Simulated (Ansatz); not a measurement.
**AlBH+ (triplet): the correlation ladder, cc-pVDZ**

How much of the correlation energy of AlBH+ (triplet) does each wave-function method recover here?

Program: Ansatz 0.2.0, Gaussian basis. Level of theory: cc-pVDZ, core rule «outside noble gas», up to 6 orbitals frozen. These are calculated values, not measurements.

Plan: UHF; CCSD(T) on ROHF; CCSD(T) on UHF; BCCD(T) on ROHF; CISD as a restricted active space (open shells left free, so some higher excitations enter); CCSDT(Q) on ROHF; CCSDT(Q) on UHF.

24 further runs of the same task are left out: 2 for a known fault of the program, 8 that didn't finish, 14 set aside as unsound or not needed. Runs told in other sessions of the task aren't counted.

### Step 1. The system

The geometry is a PBE0/def2-TZVP stationary point (not a proven minimum) of the parent state, kept for this charge and spin.

3 atoms, charge 1, spin multiplicity 3.

Atoms are counted from 1 here; the program's logs count them from 0.

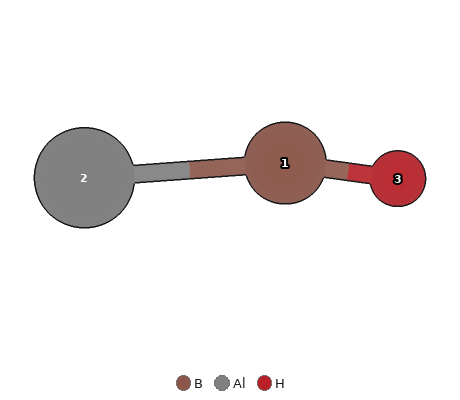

The geometry (boron brown, aluminium grey, hydrogen red); atoms are numbered from 1 in the order of the file.

In the tables R marks a restricted open-shell determinant and U an unrestricted one; energies count from the table's Hartree-Fock row.

### Step 2. UHF

File in.yaml:

```yaml
crystal:
  periodic: [false, false, false]
  atoms:
    - {symbol: B, position_ang: [0.000000, -0.091982, 0.314337]}
    - {symbol: Al, position_ang: [0.000000, -0.033351, -1.805038]}
    - {symbol: H, position_ang: [0.000000, 0.125333, 1.490702]}
basis:
  gaussian: {orbitals: cc-pVDZ}
total_charge: 1
magnetization: {spin_polarized: true, initial_magnetization: 2}
hamiltonian: {xc: hf}
output: {orbitals: {seedname: orbitals}}
```

The run is started by

```console
> ansatz run in.yaml --threads 1 --pin off --events-out ev --progress --plain --max-ram 2393MiB
```

The log of the run:

```text
Functional definition: HF
  name "HF"
  cite "Fock, Z. Phys. 61, 126 (1930) doi:10.1007/BF01340294"
  parent pbe
  exchange = exact_x
  correlation = 0
359 factors; integrals over basis functions are off by at most 7.2e-4 eV
mean field evaluation 1: about -7258.8084 eV, gradient 1.0e1 eV
mean field evaluation 2: about -7258.8473 eV, gradient 1.0e1 eV
mean field evaluation 4: about -7260.3383 eV, gradient 1.5e0 eV
mean field evaluation 8: about -7260.4139 eV, gradient 2.6e-1 eV
mean field evaluation 16: about -7260.4183 eV, gradient 3.5e-1 eV
mean field evaluation 32: about -7260.4395 eV, gradient 1.2e-5 eV
mean field evaluation 64: about -7260.3767 eV, gradient 5.4e-1 eV
mean field evaluation 96: about -7260.4176 eV, gradient 1.3e-2 eV
mean field -7260.43949542 eV, -266.8162301542 hartree, gradient 6.5e-6 eV, S^2 2.023445; 2 other end points of the search recorded, 0 dependent functions left out
reference -7260.43949542 eV, -266.8162301542 hartree; 10, 8 occupied and 27, 29 virtual orbitals, 359 factors
Total energy: -7260.43949542 eV, -266.8162301542 hartree
```

It took 0.54 s on 1 thread of Intel Xeon at 2.60GHz, shared host.

From the report: ⟨S²⟩ of the determinant 2.023 (pure triplet: 2.00).

### Step 3. CCSD(T) on ROHF

Edit in.yaml of step 2 so:

```diff
@@ -9,4 +9,3 @@
 total_charge: 1
-magnetization: {spin_polarized: true, initial_magnetization: 2}
-hamiltonian: {xc: hf}
-output: {orbitals: {seedname: orbitals}}
+magnetization: {spin_polarized: false, initial_magnetization: 2}
+correlation: {method: ccsd_t, electrons: outside_noble_gas}
```

The command is unchanged.

The log of the run (excerpt; [...] marks lines left out):

```text
Functional definition: HF
  name "HF"
  cite "Fock, Z. Phys. 61, 126 (1930) doi:10.1007/BF01340294"
  parent pbe
[...]
359 factors; integrals over basis functions are off by at most 7.2e-4 eV
[...]
mean field -7260.30479308 eV, -266.8112799344 hartree, gradient 1.5e-8 eV, S^2 2.000000; 12 other end points of the search recorded, 0 dependent functions left out
[...]
determinant -7260.30479308 eV, -266.8112799344 hartree, with singles and doubles -7263.23039813 eV, -266.9187939370 hartree
determinant -7260.28375963 eV, -266.8105069693 hartree, with singles and doubles -7263.21788361 eV, -266.9183340368 hartree
determinant -7257.34559802 eV, -266.7025315217 hartree, with singles and doubles -7261.02165852 eV, -266.8376242534 hartree
determinant -7257.04719905 eV, -266.6915655617 hartree, with singles and doubles -7260.16014250 eV, -266.8059641234 hartree
determinant -7256.95061530 eV, -266.6880161746 hartree, with singles and doubles -7260.09606088 eV, -266.8036091675 hartree
determinant -7260.30479308 eV, -266.8112799344 hartree, with singles and doubles -7263.23081946 eV, -266.9188094204 hartree
determinant -7260.28375963 eV, -266.8105069693 hartree, with singles and doubles -7263.21871735 eV, -266.9183646761 hartree
6 core orbitals not correlated: weight in the atoms' cores, before any rotation towards them, 1.000 or more for the frozen orbitals, at most 0.000 for the correlated occupied ones
reference -7260.30479308 eV, -266.8112799344 hartree; 4, 2 occupied and 27, 29 virtual orbitals, 359 factors
second order -2.16205384 eV of doubles, -0.06347798 eV of singles
cycle   1  -2.92602694 eV  change   -5.7e-7 eV  update   3.0e-6
perturbative correction -0.09012123 eV, -0.0033118940 hartree
Total energy: -7263.32094125 eV, -266.9221213353 hartree
```

Wall time 2.6 s (1 thread of Intel Xeon at 2.60GHz, shared host).

From the report: correlation -3.0161 eV; T1 0.034; largest double amplitude 0.08.

### Step 4. CCSD(T) on UHF

Edit in.yaml of step 3 so:

```diff
@@ -9,3 +9,3 @@
 total_charge: 1
-magnetization: {spin_polarized: false, initial_magnetization: 2}
+magnetization: {spin_polarized: true, initial_magnetization: 2}
 correlation: {method: ccsd_t, electrons: outside_noble_gas}
```

Launched as before.

The log of the run (excerpt; [...] marks lines left out):

```text
Functional definition: HF
  name "HF"
  cite "Fock, Z. Phys. 61, 126 (1930) doi:10.1007/BF01340294"
  parent pbe
[...]
359 factors; integrals over basis functions are off by at most 7.2e-4 eV
[...]
mean field -7260.43949542 eV, -266.8162301542 hartree, gradient 1.5e-6 eV, S^2 2.023445; 11 other end points of the search recorded, 0 dependent functions left out
determinant -7260.43949542 eV, -266.8162301542 hartree, with singles and doubles -7263.23919793 eV, -266.9191173237 hartree
determinant -7260.41764783 eV, -266.8154272699 hartree, with singles and doubles -7263.22727211 eV, -266.9186790577 hartree
determinant -7257.48046925 eV, -266.7074879479 hartree, with singles and doubles -7260.95244703 eV, -266.8350807780 hartree
determinant -7257.18626217 eV, -266.6966760372 hartree, with singles and doubles -7260.13935172 eV, -266.8052000766 hartree
determinant -7257.01924704 eV, -266.6905383445 hartree, with singles and doubles -7260.10366105 eV, -266.8038884687 hartree
determinant -7260.43949542 eV, -266.8162301542 hartree, with singles and doubles -7263.23887396 eV, -266.9191054178 hartree
determinant -7260.41764783 eV, -266.8154272699 hartree, with singles and doubles -7263.22707186 eV, -266.9186716986 hartree
6 core orbitals not correlated: weight in the atoms' cores, before any rotation towards them, 1.000 or more for the frozen orbitals, at most 0.000 for the correlated occupied ones
reference -7260.43949542 eV, -266.8162301542 hartree; 4, 2 occupied and 27, 29 virtual orbitals, 359 factors
second order -2.08135501 eV of doubles, -0.00000000 eV of singles
cycle   1  -2.79937484 eV  change    3.7e-6 eV  update   2.0e-6
cycle   2  -2.79937155 eV  change    3.3e-6 eV  update   1.3e-6
perturbative correction -0.08254763 eV, -0.0030335694 hartree
Total energy: -7263.32141461 eV, -266.9221387308 hartree
```

Run time: 2.6 s. Hardware: 1 thread of Intel Xeon at 2.60GHz, shared host.

From the report: ⟨S²⟩ of the determinant 2.023 (pure triplet: 2.00); correlation -2.8819 eV; T1 0.029; largest double amplitude 0.08.

### Step 5. BCCD(T) on ROHF

Edit in.yaml of step 4 so:

```diff
@@ -9,3 +9,3 @@
 total_charge: 1
-magnetization: {spin_polarized: true, initial_magnetization: 2}
-correlation: {method: ccsd_t, electrons: outside_noble_gas}
+magnetization: {spin_polarized: false, initial_magnetization: 2}
+correlation: {method: bccd_t, electrons: outside_noble_gas}
```

The command is unchanged.

The log of the run (excerpt; [...] marks lines left out):

```text
Functional definition: HF
  name "HF"
  cite "Fock, Z. Phys. 61, 126 (1930) doi:10.1007/BF01340294"
  parent pbe
[...]
359 factors; integrals over basis functions are off by at most 7.2e-4 eV
[...]
mean field -7260.30479308 eV, -266.8112799344 hartree, gradient 1.5e-8 eV, S^2 2.000000; 12 other end points of the search recorded, 0 dependent functions left out
[...]
determinant -7260.30479308 eV, -266.8112799344 hartree, with singles and doubles -7263.23039813 eV, -266.9187939370 hartree
determinant -7260.28375963 eV, -266.8105069693 hartree, with singles and doubles -7263.21788361 eV, -266.9183340368 hartree
determinant -7257.34559802 eV, -266.7025315217 hartree, with singles and doubles -7261.02165852 eV, -266.8376242534 hartree
determinant -7257.04719905 eV, -266.6915655617 hartree, with singles and doubles -7260.16014250 eV, -266.8059641234 hartree
determinant -7256.95061530 eV, -266.6880161746 hartree, with singles and doubles -7260.09606088 eV, -266.8036091675 hartree
determinant -7260.30479308 eV, -266.8112799344 hartree, with singles and doubles -7263.23081946 eV, -266.9188094204 hartree
determinant -7260.28375963 eV, -266.8105069693 hartree, with singles and doubles -7263.21871735 eV, -266.9183646761 hartree
6 core orbitals not correlated: weight in the atoms' cores, before any rotation towards them, 1.000 or more for the frozen orbitals, at most 0.000 for the correlated occupied ones
reference -7260.30479308 eV, -266.8112799344 hartree; 4, 2 occupied and 27, 29 virtual orbitals, 359 factors
second order -2.16205384 eV of doubles, -0.06347798 eV of singles
cycle   1  -2.93115373 eV  change   -5.1e-3 eV  update   8.0e-3
[...]
cycle  10  -2.92881145 eV  change    3.0e-6 eV  update   4.6e-6
perturbative correction -0.08716002 eV, -0.0032030715 hartree
Total energy: -7263.32076455 eV, -266.9221148415 hartree
```

Run time: 2.7 s. Hardware: 1 thread of Intel Xeon at 2.60GHz, shared host.

From the report: correlation -3.0160 eV; largest double amplitude 0.08.

### Step 6. CISD as a restricted active space (open shells left free, so some higher excitations enter)

Edit in.yaml of step 5 so:

```diff
@@ -10,2 +10,2 @@
 magnetization: {spin_polarized: false, initial_magnetization: 2}
-correlation: {method: bccd_t, electrons: outside_noble_gas}
+correlation: {active_space: {ras: {orbitals: [2, 2, 27], electrons: 6, max_holes: 2, max_particles: 2}, fixed_orbitals: true}}
```

Same command.

The log of the run:

```text
Functional definition: HF
  name "HF"
  cite "Fock, Z. Phys. 61, 126 (1930) doi:10.1007/BF01340294"
  parent pbe
  exchange = exact_x
  correlation = 0
359 factors; integrals over basis functions are off by at most 7.2e-4 eV
mean field evaluation 1: about -7258.9218 eV, gradient 1.0e1 eV
mean field evaluation 2: about -7258.9573 eV, gradient 1.0e1 eV
mean field evaluation 4: about -7260.1681 eV, gradient 1.8e0 eV
mean field evaluation 8: about -7260.2741 eV, gradient 3.7e-1 eV
mean field evaluation 16: about -7260.2838 eV, gradient 7.0e-6 eV
mean field evaluation 32: about -7260.3048 eV, gradient 5.1e-3 eV
mean field evaluation 64: about -7260.2838 eV, gradient 2.6e-3 eV
mean field evaluation 96: about -7260.2838 eV, gradient 1.1e-2 eV
mean field -7260.30479308 eV, -266.8112799344 hartree, gradient 1.5e-8 eV, S^2 2.000000; 8 other end points of the search recorded, 0 dependent functions left out
reference -7260.30479308 eV, -266.8112799344 hartree; 10, 8 occupied and 27, 29 virtual orbitals, 359 factors
state -7263.14448204 eV, -266.9156365790 hartree
Total energy: -7263.14448204 eV, -266.9156365790 hartree
```

Wall time 0.93 s (1 thread of Intel Xeon at 2.60GHz, shared host).

From the report: 16,279 determinants.

### Step 7. CCSDT(Q) on ROHF

Edit in.yaml of step 6 so:

```diff
@@ -10,2 +10,2 @@
 magnetization: {spin_polarized: false, initial_magnetization: 2}
-correlation: {active_space: {ras: {orbitals: [2, 2, 27], electrons: 6, max_holes: 2, max_particles: 2}, fixed_orbitals: true}}
+correlation: {method: ccsdt_q, electrons: outside_noble_gas}
```

The command is unchanged.

The log of the run (excerpt; [...] marks lines left out):

```text
Functional definition: HF
  name "HF"
  cite "Fock, Z. Phys. 61, 126 (1930) doi:10.1007/BF01340294"
  parent pbe
[...]
655 factors; integrals over basis functions are off by at most 2.0e-7 eV
[...]
mean field -7260.30480891 eV, -266.8112805162 hartree, gradient 1.9e-6 eV, S^2 2.000000; 12 other end points of the search recorded, 0 dependent functions left out
[...]
determinant -7260.30480891 eV, -266.8112805162 hartree, with singles and doubles -7263.23040951 eV, -266.9187943550 hartree
determinant -7260.28377656 eV, -266.8105075915 hartree, with singles and doubles -7263.21789568 eV, -266.9183344804 hartree
determinant -7257.34562808 eV, -266.7025326262 hartree, with singles and doubles -7261.02164778 eV, -266.8376238587 hartree
determinant -7257.04721694 eV, -266.6915662192 hartree, with singles and doubles -7260.16016242 eV, -266.8059648556 hartree
determinant -7256.95063403 eV, -266.6880168627 hartree, with singles and doubles -7260.09607588 eV, -266.8036097188 hartree
determinant -7260.30480891 eV, -266.8112805162 hartree, with singles and doubles -7263.23083101 eV, -266.9188098450 hartree
determinant -7260.28377656 eV, -266.8105075915 hartree, with singles and doubles -7263.21872962 eV, -266.9183651272 hartree
6 core orbitals not correlated: weight in the atoms' cores, before any rotation towards them, 1.000 or more for the frozen orbitals, at most 0.000 for the correlated occupied ones
reference -7260.30480891 eV, -266.8112805162 hartree; 4, 2 occupied and 27, 29 virtual orbitals, 655 factors
second order -2.16206353 eV of doubles, -0.06347779 eV of singles
cycle   1  -2.69248794 eV  change   -4.7e-1 eV  update   6.9e-2
[...]
cycle  17  -3.04677652 eV  change    6.5e-7 eV  update   3.9e-7
perturbative correction -0.00424795 eV, -0.0001561094 hartree
Total energy: -7263.35583339 eV, -266.9234035977 hartree
```

It took 7 s on 1 thread of Intel Xeon at 2.60GHz, shared host.

From the report: correlation -3.0510 eV; T1 0.036; largest double amplitude 0.10.

### Step 8. CCSDT(Q) on UHF

Edit in.yaml of step 7 so:

```diff
@@ -9,3 +9,3 @@
 total_charge: 1
-magnetization: {spin_polarized: false, initial_magnetization: 2}
+magnetization: {spin_polarized: true, initial_magnetization: 2}
 correlation: {method: ccsdt_q, electrons: outside_noble_gas}
```

Same command.

The log of the run (excerpt; [...] marks lines left out):

```text
Functional definition: HF
  name "HF"
  cite "Fock, Z. Phys. 61, 126 (1930) doi:10.1007/BF01340294"
  parent pbe
[...]
655 factors; integrals over basis functions are off by at most 2.0e-7 eV
[...]
mean field -7260.43951110 eV, -266.8162307301 hartree, gradient 1.7e-8 eV, S^2 2.023445; 12 other end points of the search recorded, 0 dependent functions left out
determinant -7260.43951110 eV, -266.8162307301 hartree, with singles and doubles -7263.23920939 eV, -266.9191177448 hartree
determinant -7260.41766451 eV, -266.8154278828 hartree, with singles and doubles -7263.22728466 eV, -266.9186795190 hartree
determinant -7257.48049835 eV, -266.7074890173 hartree, with singles and doubles -7260.95205322 eV, -266.8350663057 hartree
determinant -7257.45388090 eV, -266.7065108440 hartree, with singles and doubles -7261.01338437 eV, -266.8373201839 hartree
determinant -7257.18628058 eV, -266.6966767137 hartree, with singles and doubles -7260.13936379 eV, -266.8052005200 hartree
determinant -7257.01926585 eV, -266.6905390355 hartree, with singles and doubles -7260.10367399 eV, -266.8038889443 hartree
determinant -7260.43951110 eV, -266.8162307301 hartree, with singles and doubles -7263.23888558 eV, -266.9191058451 hartree
determinant -7260.41766451 eV, -266.8154278828 hartree, with singles and doubles -7263.22708456 eV, -266.9186721654 hartree
6 core orbitals not correlated: weight in the atoms' cores, before any rotation towards them, 1.000 or more for the frozen orbitals, at most 0.000 for the correlated occupied ones
reference -7260.43951110 eV, -266.8162307301 hartree; 4, 2 occupied and 27, 29 virtual orbitals, 655 factors
second order -2.08136544 eV of doubles, -0.00000000 eV of singles
cycle   1  -2.54827011 eV  change   -4.7e-1 eV  update   7.0e-2
[...]
cycle  18  -2.91315342 eV  change    1.1e-7 eV  update   2.2e-7
perturbative correction -0.00398991 eV, -0.0001466265 hartree
Total energy: -7263.35665443 eV, -266.9234337703 hartree
```

Wall time 6.5 s (1 thread of Intel Xeon at 2.60GHz, shared host).

From the report: ⟨S²⟩ of the determinant 2.023 (pure triplet: 2.00); correlation -2.9171 eV; T1 0.032; largest double amplitude 0.10.

### Step 9. Misses and costs

The yardstick is UCCSDT(Q), where the cluster series has nearly closed. Rows without a time are mean-field rows or come out of runs for another level: lower rungs of the coupled-cluster runs, or the Hartree-Fock search.

Differences are taken before rounding.

| method | energy from the lowest ROHF (meV) | from UCCSDT(Q) (meV) | time |
| --- | --- | --- | --- |
| ROHF | 0.0 | +3051.9 |  |
| UHF | -134.7 | +2917.2 |  |
| RMP2 | -2225.5 | +826.3 |  |
| UMP2 | -2216.1 | +835.8 |  |
| CISD | -2839.7 | +212.2 | 0.93 s |
| RCCSD | -2926.0 | +125.8 |  |
| UCCSD | -2934.1 | +117.8 |  |
| RCCSD(T) | -3016.1 | +35.7 | 2.6 s |
| UCCSD(T) | -3016.6 | +35.2 | 2.6 s |
| BCCD(T) | -3016.0 | +35.9 | 2.7 s |
| RCCSDT | -3046.8 | +5.1 |  |
| UCCSDT | -3047.9 | +4.0 |  |
| RCCSDT(Q) | -3051.0 | +0.8 | 7 s |
| UCCSDT(Q) | -3051.9 | 0 | 6.5 s |

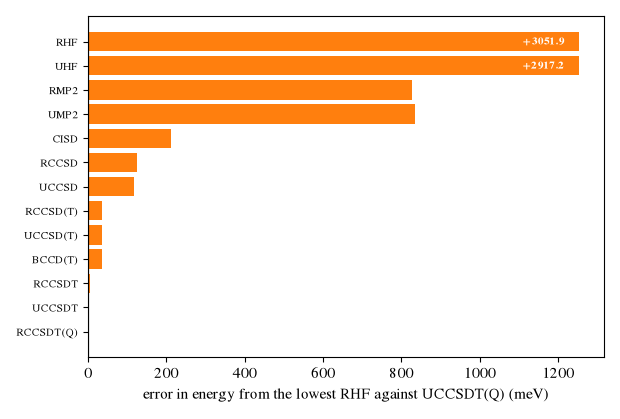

Deviations from UCCSDT(Q), method by method. Bars with a number in them are cut short.

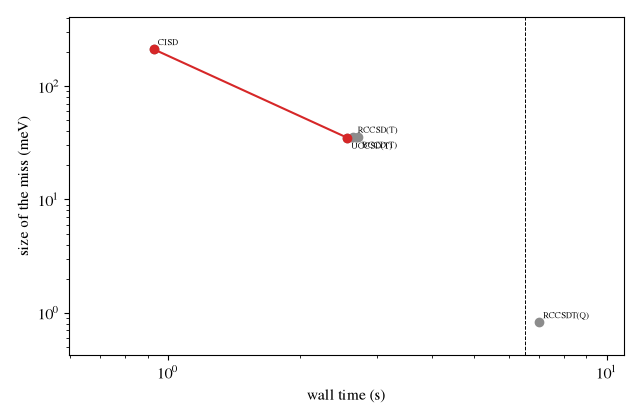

Miss against cost. Red marks the levels that no quicker level drawn beats (of those quicker than the yardstick), and the dashed line is the time of UCCSDT(Q). Times are from a shared host.

### Step 10. Summary of results

```
                         quantity                                                   value
    UCCSDT(Q) from the ROHF energy                                              -3.0519 eV
              RMP2 from UCCSDT(Q)                                              +826.3 meV
              UMP2 from UCCSDT(Q)                                              +835.8 meV
             RCCSD from UCCSDT(Q)                                              +125.8 meV
          RCCSD(T) from UCCSDT(Q)                                               +35.7 meV
          UCCSD(T) from UCCSDT(Q)                                               +35.2 meV
         RCCSDT(Q) from UCCSDT(Q)                                                +0.8 meV
levels within 1 kcal/mol (43 meV)  RCCSD(T), UCCSD(T), BCCD(T), RCCSDT, UCCSDT, RCCSDT(Q)
                    T1 diagnostic                                                   0.034
```

**Reading.** RCCSD(T) lands +35.7 meV from the yardstick (1.2 % of the correlation energy). These misses are within one basis, not against nature; the frozen cores of restricted and unrestricted runs differ, which can shift their rows.

With open shells the CI space here admits some higher excitations, so it is larger than plain CISD.

For cost: UCCSD(T) gets within 35.2 meV in 2.6 s, where UCCSDT(Q) took 6.5 s; the quickest level in the cost chart, CISD, takes 0.93 s and misses by 212.2 meV.
